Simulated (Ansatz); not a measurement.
A series of calculations on AlSiH5F2

Part 1: Relaxation

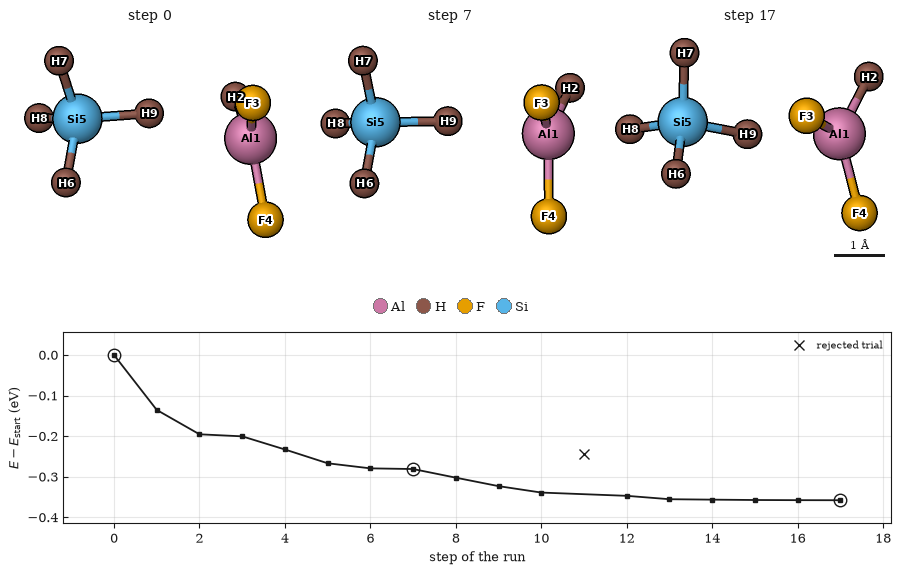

Frames of a relaxation of AlSiH5F2, marked on the history of the run. Style: ball-and-stick. Shown from a free direction.

The run prepares an end point of a later path (reaction) calculation, from a guessed geometry.

All numbers below come from Ansatz 0.2.0, RKS PBE/6-31G*. Set-up: no spin polarisation; force threshold 0.03 eV/Å; at most 50 steps.

Question: What happens along the run?

Answer: The atom that moves furthest after the best rigid fit is F3 (0.97 Å). Largest moves by element: F 0.97 Å, H 0.83 Å, Al 0.26 Å, Si 0.14 Å. Among the contacts that change: Al1–Si5 3.515 → 3.161 Å, Al1–H9 2.195 → 2.043 Å, Si5–H9 1.486 → 1.528 Å, Al1–H2 1.562 → 1.585 Å. Bond angles that change, for instance: H8–Si5–H9 107.2° → 103.8°, H6–Si5–H7 110.2° → 113.5°. The energy falls by 0.358 eV in 16 accepted moves (17 points after the start). Largest force component: 0.74 eV/Å at the start, 0.025 eV/Å at the end. The line search rejected the trial step at point 11 of the run. The forces were under the threshold at step 13, but the run went on from there. The run took 50 s on 1 thread of Arm Neoverse V2 (shared host), peak memory 0.14 GiB. From step 0 to 7: H2 moves most (0.72 Å), energy −0.281 eV. From step 7 to 17: F3 moves most (0.74 Å), energy −0.077 eV.

```
step  E − E(0), eV  largest force component, eV/Å      note
   0        0.0000                         0.7369          
   1       -0.1353                         0.3842          
   2       -0.1953                         0.3418          
   3       -0.2004                         0.6586          
   4       -0.2328                         0.4352          
   5       -0.2667                         0.1868          
   6       -0.2793                         0.0657          
   7       -0.2809                         0.0731          
   8       -0.3022                         0.2645          
   9       -0.3230                         0.4228          
  10       -0.3389                         0.2883          
  11       -0.2434                         1.0178  rejected
  12       -0.3469                         0.4066          
  13       -0.3553                         0.0281          
  14       -0.3563                         0.0716          
  15       -0.3572                         0.0131          
  16       -0.3576                         0.0691          
  17       -0.3578                         0.0251
```

Part 2: Relaxation

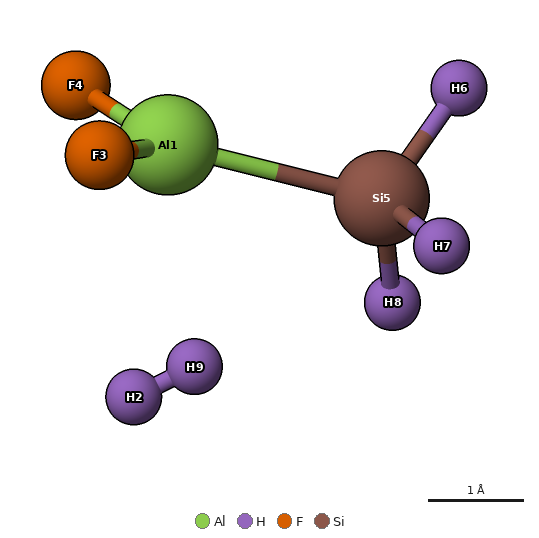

This is the input geometry for a relaxation of AlSiH5F2. A ball-and-stick model, seen at a tilt.

The run prepares an end point of a later path (reaction) calculation, from a guessed geometry.

These are results of Ansatz 0.2.0, RKS PBE/6-31G*, not measurements.

The input:
```yaml
crystal:
  periodic: [false, false, false]
  atoms:
    - { symbol: Al, position_ang: [0.009123, -0.530626, -0.32718] }
    - { symbol: H, position_ang: [0.084953, 0.255766, 2.320374] }
    - { symbol: F, position_ang: [1.384074, 0.291062, -0.791089] }
    - { symbol: F, position_ang: [-1.427484, 0.230232, -0.698841] }
    - { symbol: Si, position_ang: [0.091872, -2.661222, 0.653296] }
    - { symbol: H, position_ang: [-0.627685, -3.700968, -0.159975] }
    - { symbol: H, position_ang: [1.515495, -3.108611, 0.834014] }
    - { symbol: H, position_ang: [-0.551211, -2.640533, 2.012412] }
    - { symbol: H, position_ang: [0.062763, -0.428799, 2.118889] }
basis:
  gaussian: { orbitals: "6-31G*" }
hamiltonian:
  xc: pbe
relax:
  f_tol: 0.03
  max_steps: 50
```

Launched with:
```bash
ansatz run input.yaml --threads 1 --pin off --max-ram 2048MiB --backend cpu --events-out ev --progress --plain --runs-dir out
```

**What does the optimiser find from here?**

H9 moves most after the best rigid fit: 0.91 Å. Largest moves by element: H 0.91 Å, F 0.39 Å, Si 0.28 Å, Al 0.15 Å. Some distances before and after: Al1–Si5 2.347 → 2.435 Å, H2–H9 0.714 → 0.754 Å. After 17 accepted moves (22 points after the start) the energy has fallen by 17.6 kJ/mol. The largest force component goes from 1.7 to 0.02 eV/Å. The line search rejected the trial steps at points 2, 9, 12, 17, 19 of the run. Cost: 65 s on 1 thread of Arm Neoverse V2 (shared host), peak memory 0.14 GiB.

Final geometry:

```xyz
9

Al   -0.0295   -0.6135   -0.2023
H     0.4744    0.6737    2.0378
F     1.3317    0.3338   -0.4029
F    -1.4812    0.0921   -0.6287
Si    0.0858   -2.9218    0.5641
H    -0.6064   -3.8485   -0.3932
H     1.5097   -3.3719    0.7141
H    -0.5907   -3.0580    1.8996
H    -0.1519    0.4204    2.3732
```

The end point in the same view:

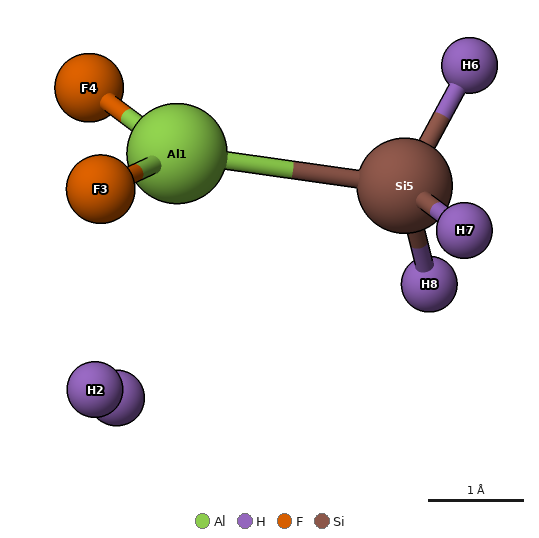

Limits of the set-up: the start holds two separate molecules, 2.3 Å apart at their closest, whose relative position is a soft coordinate and is computed without a dispersion correction.

Part 3: Path

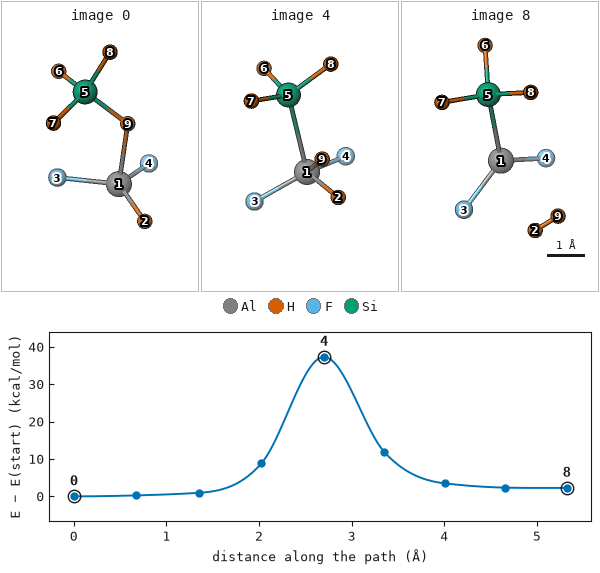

A search for the minimum-energy path of AlSiH₅F₂ by the nudged elastic band. Images are numbered from 0 (start) to 8 (end). The picture is a ball-and-stick view, seen from a free direction.

Method: RKS PBE/6-31G* in Ansatz 0.2.0. Set-up: 7 movable images; climbing image; force threshold 0.03 eV/Å; iteration limit 60; starting path through a guess of the saddle point.

Question: Describe the mechanism and the energy profile.

Answer: Forward barrier 37.3 kcal/mol, backward barrier 35.1 kcal/mol, with image 4 at the top; the reaction energy is +2.3 kcal/mol. Breaking: Al1–H2 (1.59 → 1.74 at the top → 2.63 Å), Si5–H9 (1.53 → 1.97 at the top → 3.81 Å). Forming: Al1–Si5 (3.16 → 2.61 at the top → 2.44 Å), H2–H9 (2.70 → 1.15 at the top → 0.75 Å). The band is converged.

The run took 11 min on 1 thread of Arm Neoverse V2 (shared host), peak memory 0.14 GiB.
